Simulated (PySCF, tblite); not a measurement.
# C6H8BNS: geometry, infrared bands and NMR shifts

Aim: predict the infrared bands and NMR shifts of C6H8BNS (`C#[N+][B@@H-](C)c1cccs1`).

The runs use tblite 0.8.0 and PySCF 2.14.0, with density-fitted response routines of our own; the level of theory stands in each step. All values are computed, except where a source is named. Atoms are numbered from 0 throughout.

## (1) The starting structure

17 atoms, charge 0, multiplicity 1; geometry from: force field or distance geometry start.

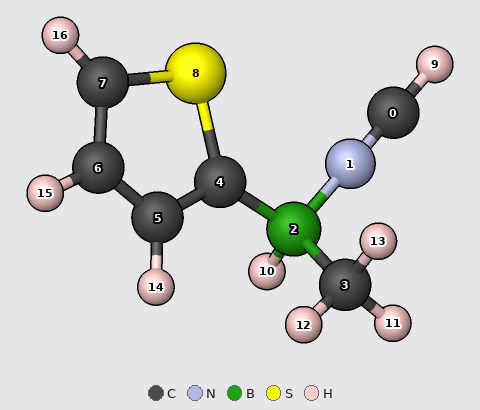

As it starts; carbon dark grey, nitrogen light blue, boron green, sulfur yellow, hydrogen pink, atoms numbered.

## (2) Relaxing the molecule with GFN2-xTB

Job settings and geometry (Å):

```
{"job": {"kind": "relax", "xc": "GFN2-xTB", "basis": "xTB"}, "charge": 0, "multiplicity": 1}
C     -2.871500     0.053600     1.521200
N     -2.024800    -0.349300     0.845900
B     -0.916700    -0.868300    -0.014600
C     -1.305700    -0.701700    -1.565900
C      0.354800    -0.029600     0.314700
C      1.564900    -0.118600    -0.306000
C      2.566400     0.685100     0.101300
C      2.340500     1.565900     1.123100
S      0.627900     1.239300     1.517200
H     -3.676300     0.451100     2.141900
H     -0.731900    -2.014500     0.267300
H     -2.153500    -1.408700    -1.787400
H     -0.453900    -0.877200    -2.226600
H     -1.656700     0.325500    -1.705000
H      1.709700    -0.848100    -1.131400
H      3.578500     0.644500    -0.355300
H      3.041400     2.263000     1.548500
```

Started as:

```bash
$ OMP_NUM_THREADS=1 python probes_run.py task.json out
```

One launch serves the whole session: the jobs run in the order shown.

**Question.** This job is followed by: GFN2-xTB harmonic vibrations, gas phase; GIAO PBE0/pcSseg-1 NMR shielding, non-relativistic, gas phase. Predict these results of the whole session: strongest single infrared mode (GFN2-xTB); zero-point energy (GFN2-xTB); 13C shifts against TMS (PBE0/pcSseg-1); 1H shifts against TMS (PBE0/pcSseg-1, means over atoms taken as alike); 15N shifts against NH3 (PBE0/pcSseg-1); 11B shifts against BF3·OEt2 (PBE0/pcSseg-1); 33S shifts against CS2 (PBE0/pcSseg-1); surface potential, least and greatest.

As calculated:

| quantity | value |
| --- | --- |
| strongest single infrared mode (GFN2-xTB) | 2237 cm⁻¹, 209 km/mol |
| zero-point energy (GFN2-xTB) | 77.6 kcal/mol |
| 13C shifts against TMS (PBE0/pcSseg-1) | 161.6, 133.5, 132.0, 128.8, 112.2, 14.0 ppm |
| 1H shifts against TMS (PBE0/pcSseg-1, means over atoms taken as alike) | 7.20, 7.04, 6.91, 4.35, 3.35, 0.41 ppm |
| 15N shifts against NH3 (PBE0/pcSseg-1) | 244.7 ppm |
| 11B shifts against BF3·OEt2 (PBE0/pcSseg-1) | -30.6 ppm |
| 33S shifts against CS2 (PBE0/pcSseg-1) | 220 ppm |
| surface potential, least and greatest | -1.25 V and 3.10 V |

What this shows: Over 71 steps the energy fell by 0.646 eV; of the close pairs, C5–C6 changed most, 1.347 to 1.415 Å. The lowest mode is slightly imaginary (13i cm⁻¹), a soft motion within the noise of the Hessian, so the minimum is not strictly shown. The strongest single mode, at 2237 cm⁻¹, moves mainly N1 and C0. GFN2-xTB is a fitted tight-binding method: band positions and strengths are rough. Its intensities can rank the bands wrongly. At PBE0/pcSseg-1: The widest tensor belongs to N1: span 517 ppm, with a paramagnetic part of -303 ppm. NICS(1)zz of -26 ppm above the planar ring from C4 marks a diatropic (aromatic) ring current. At PBE0/pcSseg-1, counted by nearest atom on the grid, the HOMO lies on C4, C7 about 27 % each; C5 16 %, the LUMO on C0 41 %; N1 34 %.
